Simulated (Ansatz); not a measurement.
# Calculations on BH2OF3

### Relaxation

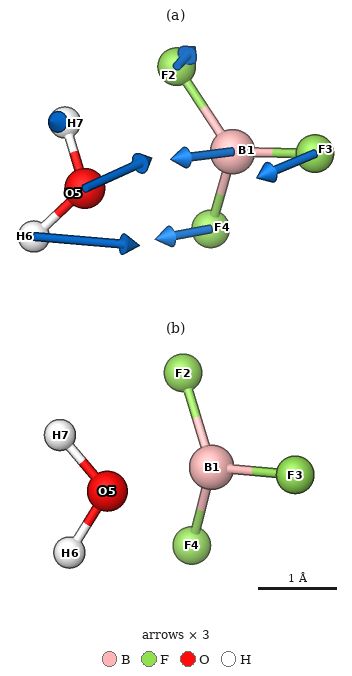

The structure of BH$_{2}$OF$_{3}$ before (top) and after (bottom) a relaxation, at one scale. The blue arrows give the displacements, 3 times their true length.

The picture is a ball-and-stick view, seen at a tilt.

The run prepares an end point of a later path (reaction) calculation, from a guessed geometry.

Computed with Ansatz, RHF/def2-SVP.

Input
```yaml
crystal:
  periodic: [false, false, false]
  atoms:
    - { symbol: B, position_ang: [0.057167, 0.372942, -0.045159] }
    - { symbol: F, position_ang: [-0.008341, 0.41402, 1.267056] }
    - { symbol: F, position_ang: [1.195691, 0.548147, -0.637997] }
    - { symbol: F, position_ang: [-1.045063, 0.303816, -0.731634] }
    - { symbol: O, position_ang: [0.125277, -2.150812, 0.592215] }
    - { symbol: H, position_ang: [-0.672898, -2.633343, 0.42552] }
    - { symbol: H, position_ang: [-0.010032, -1.70837, 1.444599] }
basis:
  gaussian: { orbitals: def2-SVP }
hamiltonian:
  xc: hf
relax:
  f_tol: 0.03
  max_steps: 50
output:
  orbitals: {}
```

Launched with:
```bash
ansatz run input.yaml --threads 1 --pin off --max-ram 2048MiB --backend cpu --events-out ev --progress --plain --runs-dir out
```

### Summarise the run.

The energy falls by 0.210 eV in 11 accepted moves (12 points after the start). The largest force component goes from 1.1 to 0.028 eV/Å. The line search rejected the trial step at point 1 of the run. H6 moves most after the best rigid fit: 0.50 Å. By element the largest moves are H 0.50 Å, O 0.44 Å, F 0.34 Å, B 0.33 Å. Among the contacts that change: B1–O5 2.604 → 1.847 Å, B1–F4 1.300 → 1.331 Å, B1–F3 1.296 → 1.321 Å, O5–H7 0.970 → 0.949 Å. Among the angles between lasting bonds that change: F3–B1–F4 120.7° → 117.3°, H6–O5–H7 105.6° → 108.3°, F2–B1–F3 119.8° → 117.5°.

Limits of the set-up: Hartree-Fock leaves out electron correlation.

### Relaxation

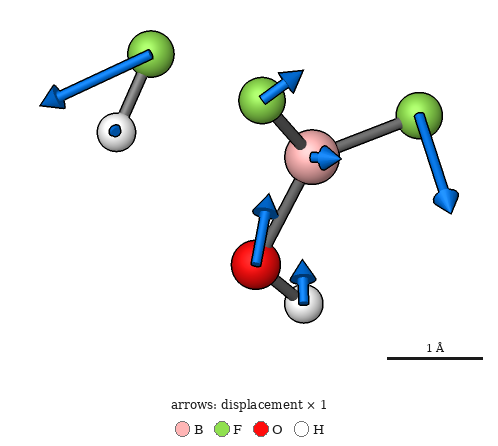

This is a relaxation of BH₂OF₃. The starting structure is drawn; blue arrows show the displacements, at their true length. The two geometries are superimposed by the best rigid fit.

Style: ball-and-stick. Shown at a tilt.

The run prepares an end point of a later path (reaction) calculation, from a guessed geometry.

Method: RHF/def2-SVP (Ansatz 0.2.0). Set-up: no spin polarisation; force threshold 0.03 eV/Å; at most 50 steps.

**Atoms of which element are displaced furthest, and by how much?**

Fluorine: up to 1.42 Å, against 0.85 Å for oxygen.

**What did the optimiser do to the structure, and how much energy did it gain?**

The atom that moves furthest after the best rigid fit is an F atom (1.42 Å). By element the largest moves are F 1.42 Å, O 0.85 Å, H 0.53 Å, B 0.37 Å. Among the contacts that change: B–O 1.372 → 1.343 Å. Among the angles between lasting bonds that change: B–O–H 113.1° → 115.4°. After 26 accepted moves (35 points after the start) the energy has fallen by 0.090 eV. The largest force component goes from 1.2 to 0.0074 eV/Å. The line search rejected the trial steps at points 2, 7, 9, 16, 21, 26, 28, 30 and more of the run. The forces were under the threshold at step 8, but the run went on from there.

Limits of the set-up: the start holds two separate molecules, 2.2 Å apart at their closest, whose relative position is a soft coordinate and is computed without a dispersion correction; Hartree-Fock leaves out electron correlation.

### Path

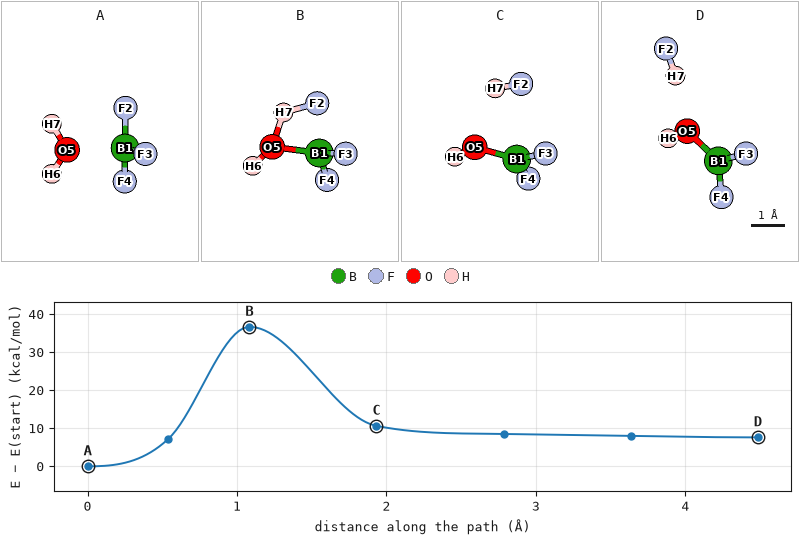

A search for the minimum-energy path of BH2OF3 by the nudged elastic band. Images are numbered from 0 (start) to 6 (end). Frames A to D are images 0, 2, 3, 6. Style: ball-and-stick. Shown face on.

The calculation used RHF/def2-SVP (Ansatz 0.2.0). Set-up: 5 movable images; climbing image; force threshold 0.05 eV/Å; iteration limit 60; starting path through a guess of the saddle point.

**Describe the mechanism and the energy profile.**

Breaking: B1–F2 (1.33 → 1.62 at the top → 3.86 Å), O5–H7 (0.95 → 1.22 at the top → 1.90 Å). Forming: B1–O5 (1.85 → 1.48 at the top → 1.34 Å), F2–H7 (2.44 → 1.12 at the top → 0.91 Å). The highest point, image 2, lies 36.7 kcal/mol above the start and 29.1 kcal/mol above the end; the end is at +7.6 kcal/mol relative to the start. The band is converged. At the top, the vibrational analysis gives one imaginary mode (1605i cm⁻¹), as a transition state must have.

Limits of the set-up: Hartree-Fock leaves out electron correlation.

The run took 2 min on 1 thread of Arm Neoverse V1, with other jobs on the host, peak memory 0.14 GiB.
